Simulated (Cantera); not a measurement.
A closed system holds: 1 mol SiCl₄, a varied amount of H₂O, 1.1 mol H₂, at 825 K and 0.0503 Torr.

These are equilibrium values from Cantera (NASA tables, ideal gas, pure condensed phases), not measurements of a reactor. Candidate condensed phases: H₂O, Si, SiO₂; 30 gas species. The tables' values for SiCl₃ are old estimates; treat these amounts as uncertain. The numbers say what is thermodynamically allowed, not how fast it happens.

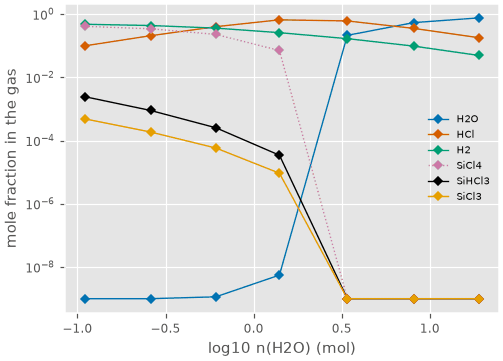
Fig. 1. Equilibrium gas composition (values under 1e-9 drawn at 1e-9)

Read off the mole fractions at 8.1 mol H₂O.

H₂O about 0.54, HCl about 0.36, H₂ about 0.098.
